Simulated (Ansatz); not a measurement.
# Run report: AlSiNH5F, nudged elastic band (part 2 of 2)

The same run, continued: AlSiNH5F; RHF/def2-SVP (Ansatz 0.2.0). The run did not end well. One setting was made poor on purpose. It belongs to a series of runs on one base structure; here: band between the two ends.

Geometry of the input (Å):
```
N  0.6681  1.7577  -0.9813
Al 0.9667  0.1176  -0.1594
F  2.6301  -0.4740  -0.0206
Si -0.7441  -1.1636  0.6693
H  0.1020  2.3744  -0.3140
H  -0.0367  1.6309  -1.7850
H  -1.7082  -1.5018  -0.4245
H  -0.2536  -2.3969  1.2568
H  -1.5357  -0.3906  1.7415
```

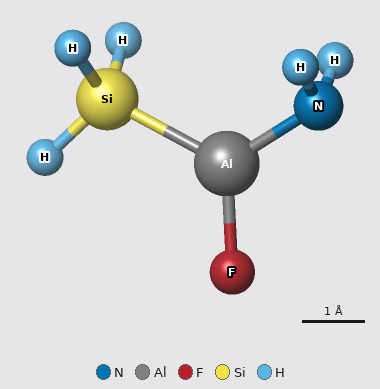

*The structure as given in the input (ball-and-stick view, seen at a tilt). Sticks mark near contacts.*

```
Unfinished report: {"positions_ang":[[0.6646000336508817,1.7484199199842276,-1.0140515734732716],[0.9588348526598895,0.11893419229303356,-0.1889865654269731],[2.598790932744287,-0.5113627321882092,-0.14931827417498275],[-0.746305939595138,-1.155698914900103,0.7546112478560351],[0.03933340645583719,2.343891318344397,-0.3987847403476523],[0.06582845200736964,1.630761160743002,-1.885528656726611],[-1.733861938061067,-1.4988098843281121,-0.31471786953216024],[-0.2726490359686645,-2.389462327265188,1.3682355339078327],[-1.4859707638933954,-0.33297273268304606,1.811340897917783]],"unchecked":["starts","cluster_reference","orbital_swaps","neighbouring_geometries","increment"],"mean_field":{"relativity":"none","state":{"energy":{"ev":-18706.10547553944,"hartree":-687.4366967723828},"converged":true,"gradient_ev":0.00006110941922926757,"stability":{"kind":"minimum","curvature_ev":34.82808683193499},"curvature_floor_ev":0.00030000000000000003,"spin_squared":-3.552713678800501e-15},"others":[],"fillings":{"estimated":0,"unestimated":0,"tried":0,"untried":0,"excluded_magnetic_sites":0},"n_dropped_functions":0,"n_trapped_functions":0,"passes":{"evaluations":4,"products":27},"factors":{"origin":"Cholesky decomposition","count":911,"bound_ev":0.00038881630940236283},"gradient_stop_ev":0.00009,"reference_kind":"stationary","symmetry":{"irreps":["A"],"axes":[[0.9995073563794012,-0.013577897361122249,-0.02829638221948582],[0.01278274492052283,0.9995235291965627,-0.02809476845863938],[0.028664367702031235,0.02771922231410073,0.99920468310479]],"occupied":[{"A":24},{"A":24}]},"held":{"pivots":911,"left_out":0,"joined":0},"density_repulsion":{"missed_ev":0.000015988107363545216,"excess_ev":6.7468556036547e-8,"most_excess_ev":0.0001296,"are_drawn_again":false,"n_first_factors":911,"energy_change_ev":0.0,"n_dropped_ends":0}},"factors":{"origin":"Cholesky decomposition","count":911,"bound_ev":0.00038881630940236283},"n_frozen":0,"n_occupied":[24,24],"n_virtual":[65,65],"reference":{"ev":-18706.10547553944,"hartree":-687.4366967723828},"total":{"ev":-18706.10547553944,"hartree":-687.4366967723828},"forces_ev_per_angstrom":[[-2.6865818535220534,-0.20212377002696755,0.00043048980990281955],[3.314167666889033,0.7896713792603167,-1.0012451722223168],[-2.3579399853242924,0.9358109332971879,-0.09045473659121651],[-1.547969206225629,-0.1131083235447643,0.81780480827643],[1.354392672393503,-0.9268871343698047,-1.1761476044732107],[1.4486361961914147,0.342295908161517,1.5818899771412651],[0.0487217700084826,0.025612040958998657,0.11586266276764394],[0.10802806311498986,-0.4570122287209803,0.24669125997579128],[0.3185446764752289,-0.3942588050154299,-0.4948316846822357]],"charge_distribution":{"dipole_moment_e_ang":[-0.6339258027652589,0.10801368121359901,-0.00018604155849615453],"mulliken_charges_e":[-0.6082349089103776,1.1156390670008474,-0.5625841360361914,0.13910127604115985,0.13781629136945217,0.14182539480261092,-0.12663648385378323,-0.11125504110149143,-0.12567145931222967],"lowdin_charges_e":[-0.11418245180532782,0.29358125424450066,-0.21665036351516775,0.219670188784308,0.02396270166872272,0.030143766336470312,-0.07854182306118429,-0.07986208339810652,-0.07812118925420619]},"n_threads":1,"memory_gib":1.7045454550534487,"seconds":{"hamiltonian":1.037535565,"orbitals":0.0,"second_order":0.0,"solver_start":0.0,"cycles":0.0,"cycle":0.0,"perturbative":0.0,"full_ci_increment":0.0,"forces":0.0}}
this run last wrote the band of iteration 60 to [file]
Error: NEB band did not converge after 60 iterations: max|band force component| = 3.34e0 eV/Å (threshold 3.0e-2); raise `neb.max_iterations` in a new run, which can start from the last band evaluated (`neb.initial_path`, with `crystal.atoms` and `neb.final_atoms` set to its first and last images), add images, or start from endpoints closer to local minima. Where this run's directory can be resumed (`checkpoint.write`), a resume goes on for up to `neb.max_iterations` more; to start a new run from the last band, take its images' positions from the `neb_iteration` event of iteration 60 (`data.images[].positions_ang`), in the event stream of the run that computed that iteration (not this run's, if it was resumed behind it). With `checkpoint.write`, `steps/00-neb/state/checkpoint.json` in the run directory holds the last saved band, under `neb.evaluated.images[].positions_ang` (a band under a hybrid functional on support functions is neither saved nor resumed: `neb.initial_path` says where its path is): check the last entry of `neb.iterations` there, which is earlier than 60 if that iteration was not saved or its write failed. If the band's step has no `state` directory and holds `state.next`, a write was cut short, and the file is under `state.next` instead (behind a loss of power it can be under `state.prev`)
this run wrote the band of iteration 60 to [file] as well, whether or not its events were kept: a new run's `neb.initial_path` can list its `images[].positions_ang`
a run's events are kept only if it was started with --events-out <file>, and are in that file
```

**The last band as extended XYZ (Å, eV, eV/Å)**
```
9
Properties=species:S:1:pos:R:3:forces:R:3 image=0 energy=-18705.89899
N     0.6681    1.7577   -0.9813   -3.1164  -0.1118   0.2049
Al    0.9667    0.1176   -0.1594    3.8701   1.2430  -1.0289
F     2.6301   -0.4740   -0.0206   -2.6218   0.9681  -0.2374
Si   -0.7441   -1.1636    0.6693   -2.0907  -0.3833   1.0219
H     0.1020    2.3744   -0.3140    1.4467  -1.1187  -1.4364
H    -0.0367    1.6309   -1.7850    1.8561   0.3728   1.6750
H    -1.7082   -1.5018   -0.4245    0.0883   0.0460   0.1136
H    -0.2536   -2.3969    1.2568    0.1084  -0.6002   0.3054
H    -1.5357   -0.3906    1.7415    0.4594  -0.4161  -0.6181
9
Properties=species:S:1:pos:R:3:forces:R:3 image=1 energy=-18706.10548
N     0.6646    1.7484   -1.0141   -2.6866  -0.2021   0.0004
Al    0.9588    0.1189   -0.1890    3.3142   0.7897  -1.0012
F     2.5988   -0.5114   -0.1493   -2.3579   0.9358  -0.0905
Si   -0.7463   -1.1557    0.7546   -1.5480  -0.1131   0.8178
H     0.0393    2.3439   -0.3988    1.3544  -0.9269  -1.1761
H     0.0658    1.6308   -1.8855    1.4486   0.3423   1.5819
H    -1.7339   -1.4988   -0.3147    0.0487   0.0256   0.1159
H    -0.2726   -2.3895    1.3682    0.1080  -0.4570   0.2467
H    -1.4860   -0.3330    1.8113    0.3185  -0.3943  -0.4948
9
Properties=species:S:1:pos:R:3:forces:R:3 image=2 energy=-18706.79782
N     0.4926    1.6370   -1.0228   -0.0716  -0.0907   0.0625
Al    0.9545    0.1121   -0.2540    0.0216  -0.0064   0.0024
F     2.4873   -0.4972   -0.4186   -0.0400   0.0319  -0.1192
Si   -0.7697   -1.1743    0.9075    0.0403   0.0320   0.0076
H    -0.1183    2.2889   -0.5667   -0.0997  -0.0014  -0.0952
H     0.5503    1.8602   -1.9965    0.2674   0.1798  -0.0363
H    -1.7746   -1.5287   -0.1347   -0.0355  -0.0460   0.0875
H    -0.2845   -2.4193    1.5462   -0.0392  -0.0326   0.0595
H    -1.4490   -0.3249    1.9223   -0.0432  -0.0665   0.0311
9
Properties=species:S:1:pos:R:3:forces:R:3 image=3 energy=-18707.01309
N     0.4621    1.6134   -1.0970   -0.0068  -0.0045  -0.0026
Al    0.8676    0.0730   -0.3478   -0.0023  -0.0188  -0.0024
F     2.3687   -0.5579   -0.6621   -0.0115   0.0006  -0.0401
Si   -0.7773   -1.1634    0.9981    0.0214   0.0324  -0.0224
H    -0.3354    2.1691   -0.8533   -0.0500  -0.0199  -0.0551
H     0.9689    2.0596   -1.8372    0.0969   0.0586   0.0456
H    -1.8672   -1.6025    0.0847   -0.0295  -0.0299   0.0507
H    -0.2170   -2.3614    1.6702    0.0005   0.0085   0.0098
H    -1.3819   -0.2762    2.0272   -0.0188  -0.0270   0.0165
9
Properties=species:S:1:pos:R:3:forces:R:3 image=4 energy=-18707.03896
N     0.4352    1.5613   -1.2351    0.0013  -0.0030  -0.0029
Al    0.8238    0.0847   -0.3598    0.0003   0.0057   0.0056
F     2.3781   -0.4719   -0.5247   -0.0016  -0.0007  -0.0010
Si   -0.7788   -1.1369    1.0588    0.0028  -0.0005  -0.0033
H    -0.4545    2.0222   -1.2373   -0.0009  -0.0003  -0.0026
H     1.0805    2.0682   -1.8117    0.0007   0.0018   0.0011
H    -2.0531   -1.3703    0.3282   -0.0009  -0.0002   0.0025
H    -0.2393   -2.4523    1.4851   -0.0026  -0.0015  -0.0002
H    -1.1034   -0.3512    2.2794    0.0009  -0.0011   0.0007
9
Properties=species:S:1:pos:R:3:forces:R:3 image=5 energy=-18707.04206
N     0.3980    1.4754   -1.3643    0.0183   0.0053   0.0034
Al    0.8223    0.1192   -0.3262   -0.0142  -0.0091  -0.0260
F     2.4193   -0.3310   -0.3419   -0.0046   0.0072   0.0174
Si   -0.7639   -1.0949    1.1159   -0.0176  -0.0230   0.0375
H    -0.5197    1.8555   -1.4957   -0.0031  -0.0016   0.0142
H     1.0595    1.9880   -1.9174   -0.0105  -0.0040  -0.0145
H    -2.1472   -1.0502    0.5725    0.0108   0.0231  -0.0273
H    -0.3783   -2.5208    1.2668    0.0121  -0.0039  -0.0085
H    -0.8014   -0.4876    2.4730    0.0087   0.0060   0.0038
9
Properties=species:S:1:pos:R:3:forces:R:3 image=6 energy=-18707.00369
N     0.4031    1.5174   -1.3293    0.0149  -0.0148  -0.0089
Al    0.7498    0.0296   -0.4518    0.0067  -0.0139  -0.0092
F     2.2646   -0.6074   -0.6823    0.0383   0.0366   0.0403
Si   -0.7488   -1.0803    1.1583    0.0155   0.0212  -0.0274
H    -0.4988    1.9087   -1.5181   -0.0416   0.0464   0.1148
H     1.1098    2.0909   -1.7503    0.0130  -0.0517  -0.1112
H    -2.1151   -1.2876    0.6109   -0.0032   0.0026  -0.0019
H    -0.2042   -2.3960    1.5779   -0.0194  -0.0016  -0.0029
H    -0.8719   -0.2216    2.3675   -0.0242  -0.0248   0.0063
9
Properties=species:S:1:pos:R:3:forces:R:3 image=7 energy=-18706.78841
N     0.3428    1.5401   -1.3093    0.1125  -0.0371  -0.0539
Al    0.6782   -0.0095   -0.5166    0.0524   0.0060  -0.0289
F     2.1025   -0.7785   -0.8872    0.0469   0.0348   0.0847
Si   -0.7057   -1.0347    1.2318   -0.0238  -0.0155   0.0030
H    -0.3828    1.7059   -1.9794   -0.1809   0.0950   0.1250
H     1.0472    2.2466   -1.4160    0.0518  -0.0200  -0.1322
H    -2.1067   -1.2438    0.7825   -0.0205  -0.0098   0.0056
H    -0.1456   -2.3396    1.6607   -0.0279  -0.0299   0.0164
H    -0.7414   -0.1328    2.4164   -0.0104  -0.0235  -0.0198
9
Properties=species:S:1:pos:R:3:forces:R:3 image=8 energy=-18706.00582
N     0.2524    1.7567   -0.9475    3.1932   0.8217  -0.5854
Al    0.6959    0.1395   -0.1458    3.2876   1.4744  -1.0444
F     2.4009   -0.3330   -0.0700   -2.4901   0.7310  -0.1366
Si   -0.8888   -1.2621    0.7369   -2.1423  -0.3942   1.0260
H     0.6740    1.7753   -1.9314   -1.1516   0.0284   1.9947
H     0.8049    2.5516   -0.4767   -1.5076  -1.7177  -1.0295
H    -1.8656   -1.6647   -0.3234    0.1165   0.0361   0.1213
H    -0.2914   -2.4592    1.2997    0.1997  -0.5810   0.2888
H    -1.6938   -0.5503    1.8410    0.4945  -0.3988  -0.6350
```

**Outcome**

```tsv
quantity	value
outcome	not converged
barrier, forward (band not converged)	−0.206 eV
barrier, backward	−0.100 eV
hardware	1 thread of Intel Xeon (Sapphire Rapids), 10 GiB of memory available, shared host
wall time	7.4 min
peak memory	0.27 GiB
```

**What went wrong**

The run did not converge: “NEB band did not converge after 60 iterations: max|band force component| = 3.34e0 eV/Å (threshold 3.0e-2); raise `neb.max_iterations` in a new run, which can start from the last band evaluated (`neb.initial_path`, with `crystal.atoms` and `neb.final_atoms` set to its first and last images), add images, or start from endpoints closer to local minima …” Its last values are not results. A deliberately poor setting: ends not relaxed.
